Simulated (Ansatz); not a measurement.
**C2H10O2Si2: nudged elastic band (part 2 of 2)**

The same run, continued: C2H10O2Si2, SMILES OCOC[SiH2][SiH3]; RKS B3LYP/6-31G* (Ansatz 0.2.0). It belongs to a series of runs on one base structure; here: band between the two ends.

Geometry of the input (Å):
```
O  0.2654  -2.9945  -1.1518
C  1.3834  -2.1840  -0.8865
O  1.1013  -0.8062  -0.9264
C  0.2171  -0.3685  0.1119
Si -0.1237  1.4875  -0.1684
Si -1.5418  2.3586  1.4975
H  -0.0266  -2.7924  -2.0560
H  1.7301  -2.4884  0.1102
H  2.1829  -2.3288  -1.6242
H  0.6780  -0.5356  1.1000
H  -0.7167  -0.9470  0.0915
H  1.1668  2.2310  -0.1625
H  -0.7550  1.6704  -1.5055
H  -0.9446  2.1931  2.8530
H  -1.7758  3.8121  1.2695
H  -2.8636  1.6702  1.4918
```

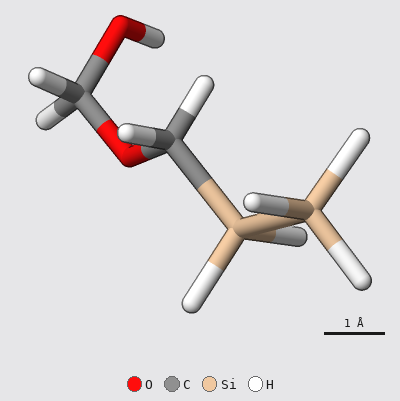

Figure 1. The input geometry (stick view, seen at a tilt).

```
Total energy: -22085.57684922 eV, -811.6299790672 hartree
Atom 0 at     0.933649    -3.118226    -0.471120 Å, force     0.001259     0.003779    -0.001568 eV/Å
Atom 1 at     1.476438    -1.915857    -0.958369 Å, force     0.012280    -0.018954     0.002693 eV/Å
Atom 2 at     0.503942    -0.968458    -1.321150 Å, force    -0.018218     0.006142     0.017719 eV/Å
Atom 3 at    -0.290172    -0.476357    -0.223647 Å, force     0.019194    -0.006506    -0.027412 eV/Å
Atom 4 at    -0.121474     1.427423    -0.157188 Å, force    -0.002605    -0.001395     0.006275 eV/Å
Atom 5 at    -1.423514     2.364067     1.568653 Å, force     0.000518    -0.001975    -0.001179 eV/Å
Atom 6 at     0.390972    -3.497069    -1.182202 Å, force     0.001434     0.001527    -0.003959 eV/Å
Atom 7 at     2.121025    -1.546763    -0.149470 Å, force    -0.005777     0.003682    -0.001959 eV/Å
Atom 8 at     2.070685    -2.066814    -1.868509 Å, force    -0.000528     0.004303    -0.002057 eV/Å
Atom 9 at     0.026209    -0.936632     0.720782 Å, force    -0.001857    -0.001849     0.008169 eV/Å
Atom 10 at    -1.334046    -0.777308    -0.379961 Å, force    -0.005541     0.002853     0.002698 eV/Å
Atom 11 at     1.314046     1.768106     0.056365 Å, force     0.000159     0.002951     0.000202 eV/Å
Atom 12 at    -0.537019     2.000464    -1.467576 Å, force     0.000479    -0.001460     0.000209 eV/Å
Atom 13 at    -1.017739     1.819016     2.895354 Å, force    -0.001126     0.003110     0.001227 eV/Å
Atom 14 at    -1.266891     3.844717     1.609492 Å, force     0.001087     0.002397    -0.001616 eV/Å
Atom 15 at    -2.868910     2.057092     1.372745 Å, force    -0.000758     0.001395     0.000558 eV/Å
Dipole moment:    -0.039817    -0.135087    -0.089824 e Å
this run last wrote the band of iteration 8 to [file]
```

The last band as extended XYZ (Å, eV, eV/Å)
```
16
Properties=species:S:1:pos:R:3:forces:R:3 image=0 energy=-22085.64170
O     0.2654   -2.9945   -1.1518   -0.0007   0.0027  -0.0048
C     1.3834   -2.1840   -0.8865    0.0012  -0.0083  -0.0025
O     1.1013   -0.8062   -0.9264   -0.0022   0.0023   0.0052
C     0.2171   -0.3685    0.1119    0.0036   0.0005  -0.0042
Si   -0.1237    1.4875   -0.1684    0.0009   0.0010   0.0014
Si   -1.5418    2.3586    1.4975    0.0006   0.0001  -0.0046
H    -0.0266   -2.7924   -2.0560    0.0007  -0.0009   0.0040
H     1.7301   -2.4884    0.1102   -0.0004   0.0010  -0.0002
H     2.1829   -2.3288   -1.6242    0.0000   0.0012   0.0010
H     0.6780   -0.5356    1.1000   -0.0017  -0.0006   0.0008
H    -0.7167   -0.9470    0.0915    0.0003   0.0013   0.0015
H     1.1668    2.2310   -0.1625   -0.0001   0.0004  -0.0010
H    -0.7550    1.6704   -1.5055   -0.0008   0.0008   0.0013
H    -0.9446    2.1931    2.8530   -0.0003   0.0006  -0.0015
H    -1.7758    3.8121    1.2695   -0.0009  -0.0030   0.0016
H    -2.8636    1.6702    1.4918   -0.0002   0.0010   0.0021
16
Properties=species:S:1:pos:R:3:forces:R:3 image=1 energy=-22085.63669
O     0.3657   -3.0797   -1.0018    0.0002   0.0046  -0.0043
C     1.4138   -2.1484   -0.8981   -0.0026  -0.0137  -0.0017
O     0.9971   -0.8105   -1.0194   -0.0023   0.0076   0.0062
C     0.1337   -0.3743    0.0364    0.0125  -0.0034   0.0006
Si   -0.1264    1.5043   -0.1715   -0.0015   0.0008  -0.0033
Si   -1.5335    2.3618    1.5108   -0.0018   0.0018   0.0010
H    -0.0054   -2.9977   -1.8954   -0.0046   0.0055  -0.0061
H     1.8648   -2.3316    0.0865   -0.0025  -0.0044   0.0036
H     2.1646   -2.2811   -1.6875    0.0019   0.0013   0.0019
H     0.5932   -0.5866    1.0165    0.0044   0.0015   0.0040
H    -0.8194   -0.9203    0.0101    0.0019   0.0002   0.0042
H     1.1962    2.1862   -0.1053   -0.0015   0.0024  -0.0020
H    -0.7198    1.7786   -1.5100   -0.0036  -0.0021   0.0004
H    -0.9853    2.0701    2.8658    0.0011   0.0007  -0.0002
H    -1.6643    3.8393    1.3748   -0.0016  -0.0003  -0.0022
H    -2.8978    1.7673    1.4323   -0.0001  -0.0024  -0.0022
16
Properties=species:S:1:pos:R:3:forces:R:3 image=2 energy=-22085.62326
O     0.4919   -3.1367   -0.8562   -0.0057   0.0000  -0.0054
C     1.4406   -2.1017   -0.9149    0.0000  -0.0184  -0.0036
O     0.8806   -0.8263   -1.1066    0.0023   0.0071   0.0085
C     0.0358   -0.3914   -0.0344    0.0169  -0.0024  -0.0010
Si   -0.1320    1.5047   -0.1714   -0.0016   0.0028   0.0031
Si   -1.5183    2.3673    1.5256   -0.0036   0.0006  -0.0023
H     0.0525   -3.1777   -1.7212   -0.0057   0.0101  -0.0118
H     1.9799   -2.1529    0.0407   -0.0039  -0.0081   0.0051
H     2.1417   -2.2280   -1.7500    0.0018   0.0004   0.0022
H     0.4854   -0.6543    0.9372    0.0095   0.0045   0.0069
H    -0.9388   -0.8974   -0.0747    0.0055  -0.0004   0.0078
H     1.2239    2.1104   -0.0523   -0.0022   0.0040  -0.0055
H    -0.6821    1.8658   -1.5076   -0.0066  -0.0036   0.0017
H    -1.0155    1.9789    2.8740    0.0041   0.0013  -0.0013
H    -1.5544    3.8550    1.4584   -0.0076   0.0000  -0.0005
H    -2.9141    1.8615    1.3976   -0.0030   0.0020  -0.0039
16
Properties=species:S:1:pos:R:3:forces:R:3 image=3 energy=-22085.60357
O     0.6335   -3.1630   -0.7204   -0.0116  -0.0043  -0.0079
C     1.4605   -2.0467   -0.9301    0.0068  -0.0130  -0.0080
O     0.7571   -0.8568   -1.1870    0.0059   0.0038   0.0114
C    -0.0728   -0.4153   -0.1032    0.0206   0.0010  -0.0011
Si   -0.1338    1.4922   -0.1691   -0.0068  -0.0016   0.0054
Si   -1.4946    2.3707    1.5408    0.0021   0.0029  -0.0052
H     0.1453   -3.3224   -1.5445   -0.0059   0.0088  -0.0115
H     2.0597   -1.9587   -0.0136   -0.0055  -0.0116   0.0046
H     2.1197   -2.1740   -1.7984    0.0008  -0.0004   0.0027
H     0.3498   -0.7375    0.8610    0.0121   0.0076   0.0076
H    -1.0718   -0.8673   -0.1712    0.0040  -0.0027   0.0079
H     1.2543    2.0089   -0.0072   -0.0027   0.0076  -0.0037
H    -0.6372    1.9357   -1.4987   -0.0076  -0.0046  -0.0004
H    -1.0270    1.9097    2.8792    0.0000   0.0034  -0.0012
H    -1.4526    3.8597    1.5250   -0.0099  -0.0007   0.0018
H    -2.9130    1.9422    1.3815   -0.0021   0.0039  -0.0025
16
Properties=species:S:1:pos:R:3:forces:R:3 image=4 energy=-22085.58436
O     0.7790   -3.1566   -0.5947   -0.0065  -0.0023  -0.0026
C     1.4711   -1.9847   -0.9449    0.0064  -0.0138  -0.0047
O     0.6309   -0.9030   -1.2607   -0.0011   0.0029   0.0129
C    -0.1845   -0.4428   -0.1693    0.0263   0.0005  -0.0079
Si   -0.1266    1.4672   -0.1623   -0.0029   0.0004   0.0086
Si   -1.4608    2.3693    1.5570   -0.0019   0.0013  -0.0065
H     0.2566   -3.4272   -1.3674   -0.0039   0.0063  -0.0135
H     2.1033   -1.7572   -0.0761   -0.0033  -0.0077   0.0026
H     2.0963   -2.1205   -1.8367    0.0010   0.0002   0.0005
H     0.1899   -0.8349    0.7866    0.0066   0.0038   0.0069
H    -1.2086   -0.8232   -0.2808   -0.0040  -0.0028   0.0079
H     1.2889    1.8892    0.0360   -0.0011   0.0065  -0.0017
H    -0.5780    1.9857   -1.4832   -0.0087  -0.0022  -0.0013
H    -1.0206    1.8638    2.8885   -0.0012   0.0017  -0.0005
H    -1.3667    3.8557    1.5739   -0.0034   0.0022  -0.0015
H    -2.8928    1.9967    1.3785   -0.0025   0.0031   0.0007
16
Properties=species:S:1:pos:R:3:forces:R:3 image=5 energy=-22085.57655
O     0.9336   -3.1182   -0.4711    0.0013   0.0038  -0.0016
C     1.4764   -1.9159   -0.9584    0.0123  -0.0190   0.0027
O     0.5039   -0.9685   -1.3212   -0.0182   0.0061   0.0177
C    -0.2902   -0.4764   -0.2236    0.0192  -0.0065  -0.0274
Si   -0.1215    1.4274   -0.1572   -0.0026  -0.0014   0.0063
Si   -1.4235    2.3641    1.5687    0.0005  -0.0020  -0.0012
H     0.3910   -3.4971   -1.1822    0.0014   0.0015  -0.0040
H     2.1210   -1.5468   -0.1495   -0.0058   0.0037  -0.0020
H     2.0707   -2.0668   -1.8685   -0.0005   0.0043  -0.0021
H     0.0262   -0.9366    0.7208   -0.0019  -0.0018   0.0082
H    -1.3340   -0.7773   -0.3800   -0.0055   0.0029   0.0027
H     1.3140    1.7681    0.0564    0.0002   0.0030   0.0002
H    -0.5370    2.0005   -1.4676    0.0005  -0.0015   0.0002
H    -1.0177    1.8190    2.8954   -0.0011   0.0031   0.0012
H    -1.2669    3.8447    1.6095    0.0011   0.0024  -0.0016
H    -2.8689    2.0571    1.3727   -0.0008   0.0014   0.0006
16
Properties=species:S:1:pos:R:3:forces:R:3 image=6 energy=-22085.58252
O     1.0615   -3.0549   -0.3624    0.0046   0.0104  -0.0002
C     1.4731   -1.8519   -0.9653    0.0085  -0.0168   0.0041
O     0.3998   -1.0367   -1.3640   -0.0148   0.0024   0.0073
C    -0.3805   -0.5068   -0.2733    0.0176  -0.0090  -0.0204
Si   -0.1145    1.3851   -0.1568   -0.0026   0.0000   0.0088
Si   -1.3850    2.3485    1.5782    0.0001   0.0003  -0.0068
H     0.5183   -3.5278   -1.0147    0.0083  -0.0017   0.0045
H     2.1068   -1.3601   -0.2156   -0.0047   0.0115  -0.0054
H     2.0482   -2.0243   -1.8838   -0.0025   0.0051  -0.0009
H    -0.1305   -1.0197    0.6634   -0.0116  -0.0044   0.0027
H    -1.4345   -0.7310   -0.4779   -0.0124   0.0062  -0.0015
H     1.3336    1.6610    0.0674    0.0028  -0.0080   0.0017
H    -0.4969    2.0026   -1.4572    0.0015   0.0007   0.0015
H    -0.9939    1.7883    2.9027    0.0008   0.0017   0.0015
H    -1.1899    3.8246    1.6227    0.0024   0.0001   0.0012
H    -2.8383    2.0807    1.3809    0.0021   0.0014   0.0020
16
Properties=species:S:1:pos:R:3:forces:R:3 image=7 energy=-22085.59385
O     1.1768   -2.9625   -0.2508    0.0027   0.0142  -0.0029
C     1.4647   -1.7873   -0.9700    0.0085  -0.0157   0.0083
O     0.3115   -1.1053   -1.3965   -0.0121   0.0030   0.0033
C    -0.4666   -0.5389   -0.3233    0.0113  -0.0086  -0.0196
Si   -0.1144    1.3375   -0.1622   -0.0033   0.0012   0.0066
Si   -1.3459    2.3270    1.5856    0.0006  -0.0018  -0.0057
H     0.6566   -3.5338   -0.8399    0.0071  -0.0044   0.0078
H     2.0759   -1.1792   -0.2908   -0.0041   0.0104  -0.0042
H     2.0241   -1.9933   -1.8911   -0.0026   0.0051  -0.0024
H    -0.2839   -1.0866    0.6092   -0.0107  -0.0033   0.0025
H    -1.5211   -0.6960   -0.5784   -0.0074   0.0055  -0.0014
H     1.3434    1.5490    0.0704    0.0020  -0.0085   0.0009
H    -0.4643    1.9974   -1.4511    0.0030   0.0003   0.0012
H    -0.9742    1.7413    2.9045    0.0021   0.0010   0.0008
H    -1.0973    3.7946    1.6415    0.0020   0.0000   0.0031
H    -2.8080    2.1136    1.3873    0.0011   0.0015   0.0017
16
Properties=species:S:1:pos:R:3:forces:R:3 image=8 energy=-22085.59912
O     1.2712   -2.8429   -0.1272    0.0015   0.0011  -0.0029
C     1.4565   -1.7317   -0.9708    0.0009  -0.0024   0.0112
O     0.2480   -1.1694   -1.4210   -0.0055   0.0046  -0.0039
C    -0.5391   -0.5644   -0.3780    0.0005  -0.0045   0.0028
Si   -0.1277    1.2994   -0.1857    0.0014  -0.0007  -0.0014
Si   -1.3093    2.2943    1.5920   -0.0026   0.0012   0.0024
H     0.7886   -3.5123   -0.6397   -0.0008  -0.0019   0.0006
H     2.0451   -1.0193   -0.3794    0.0016   0.0013  -0.0012
H     1.9994   -1.9941   -1.8871    0.0012  -0.0003  -0.0035
H    -0.4179   -1.1220    0.5592   -0.0009   0.0019  -0.0028
H    -1.5868   -0.6746   -0.6801    0.0007   0.0012   0.0001
H     1.3364    1.4637    0.0451    0.0009  -0.0006   0.0011
H    -0.4582    1.9951   -1.4610   -0.0006   0.0007   0.0001
H    -0.9702    1.6420    2.8885   -0.0005   0.0021  -0.0025
H    -0.9777    3.7426    1.7005   -0.0006  -0.0035  -0.0013
H    -2.7809    2.1709    1.3889    0.0029  -0.0003   0.0011
```

Key numbers

```json
{"quantity": "outcome", "value": "converged"}
{"quantity": "barrier, forward", "value": "0.065 eV"}
{"quantity": "barrier, backward", "value": "0.023 eV"}
{"quantity": "wall time", "value": "4.5 min (CPU time 8.8 min)"}
{"quantity": "peak memory", "value": "0.32 GiB"}
```

Notes

The order of the saddle point was not checked.
